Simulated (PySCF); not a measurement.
## Electronic structure of C3H12Si3 (cyclo-(H2SiCH2)3) in real space

Input

```
{"job": {"kind": "nmr", "xc": "PBE0", "basis": "pcSseg-1"}, "charge": 0, "multiplicity": 1}
Si    -0.245898     0.198452    -1.848498
H      0.394532     1.240466    -2.712211
H     -1.114949    -0.655063    -2.719187
C      1.099073    -0.855298    -1.038076
Si     1.665909    -0.137002     0.608281
H      2.862822    -0.865530     1.137057
H      2.064446     1.293662     0.399703
C      0.240625    -0.199785     1.846384
Si    -1.457916    -0.032374     1.034726
H     -1.948535    -1.396391     0.650598
H     -2.450468     0.550818     1.992597
C     -1.309427     1.020960    -0.519328
H      1.950645    -0.969614    -1.728613
H      0.698570    -1.867446    -0.851295
H      0.275013    -1.150514     2.404229
H      0.378095     0.605804     2.586947
H     -0.851976     1.985635    -0.236516
H     -2.306869     1.250161    -0.929049
```

Run with:

```sh
OMP_NUM_THREADS=1 python probes_run.py task.json out
```

Geometry: PBE0-D3(BJ)/def2-SVP.

Theory: PBE0/pcSseg-1, SCF density, gas phase, non-relativistic (PySCF 2.14.0).

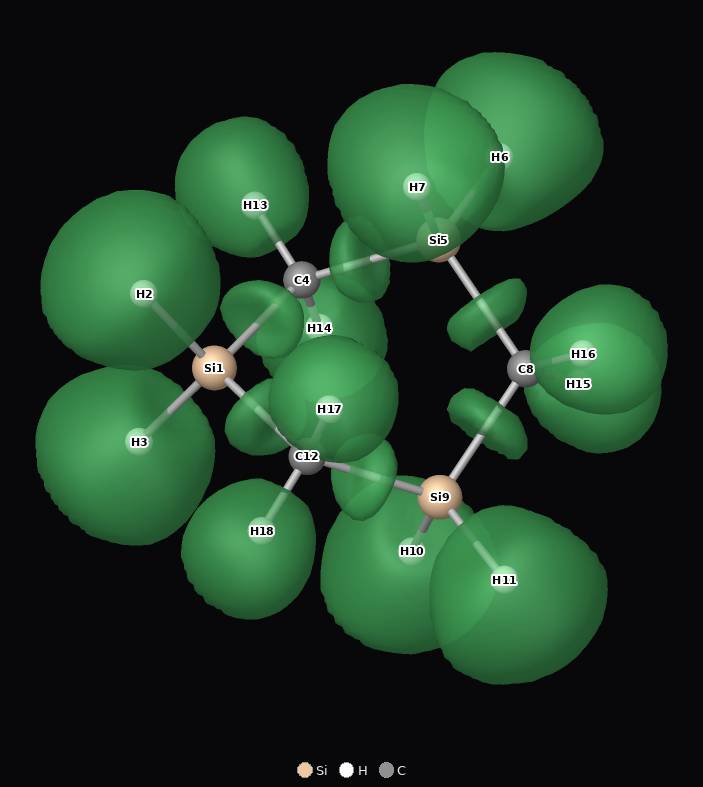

Figure 1. Isosurface of the ELF at 0.85 (green), seen at a tilt. Core shells and regions of very low density are left out.

Question: Identify the bonds, lone pairs and shells in this picture.

Answer: The surface consists of six regions between bonded C–Si atoms (shared pairs) and twelve regions around hydrogen nuclei. Profiles from the grid: C–Si (1.88 Å): the ELF peaks at about 0.95 between the atoms; a shared electron pair. C–H (1.10 Å): the ELF climbs to about 1 towards the hydrogen, as it does in any bond to H (a covalent bond by its length).

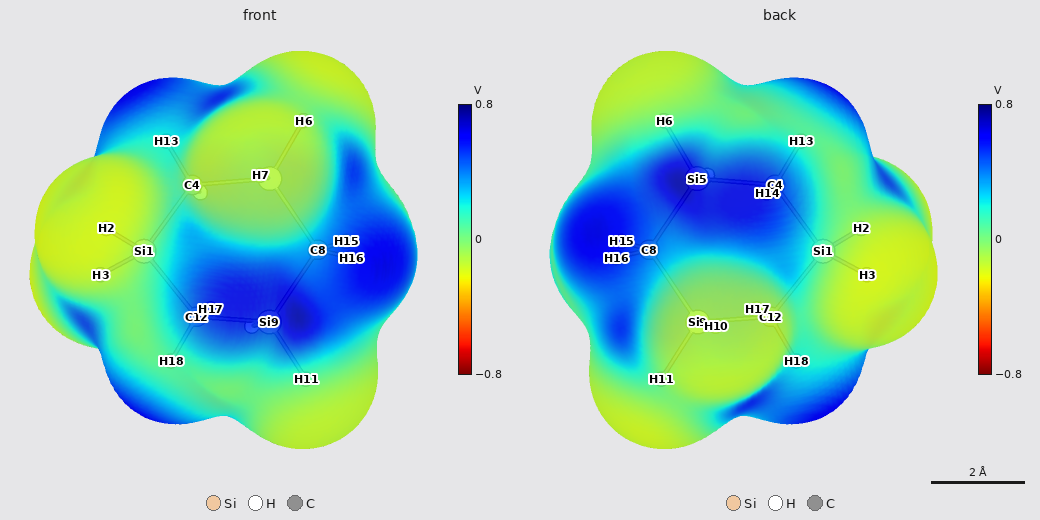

Figure 2. The electrostatic potential painted on the density surface at 0.001 e/bohr³, seen from the front and from behind; red is negative and blue positive.

Question: Which sites attract a positive test charge, and which a negative one?

Answer: A positive charge is drawn to the negative regions and a negative charge to the positive ones. The most negative region (about −0.2 V) lies over the H atoms, the most positive (about +0.7 V, or +16 kcal/mol for a unit charge) over the H and Si atoms.

Question: What dipole moment does the calculation give?

Answer: Its dipole moment is 0.36 D.

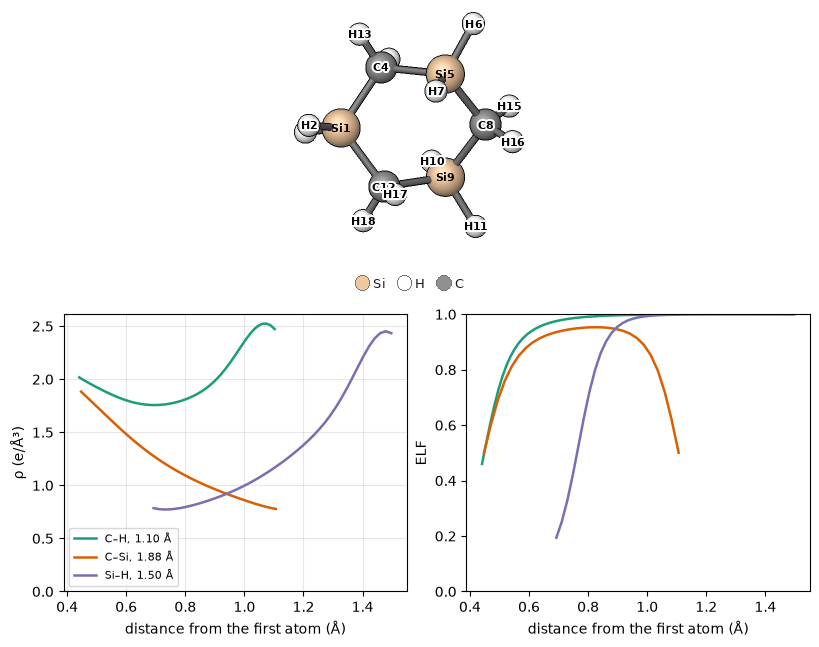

Figure 3. Total electron density and electron localisation function along straight lines between neighbouring atoms. The curves leave out the atomic cores. The structure is drawn too.

Question: What can be read from the curves?

Answer: C–H (1.10 Å): ρ at the midpoint is about 1.9 e/Å³; the ELF climbs to about 1 towards the hydrogen (a covalent bond by its length).
C–Si (1.88 Å): ρ is about 0.92 e/Å³ halfway; the ELF peaks at about 0.95 between the atoms; a shared electron pair.
Si–H (1.50 Å): ρ is about 0.77 e/Å³ halfway; the ELF climbs to about 1 towards the hydrogen.
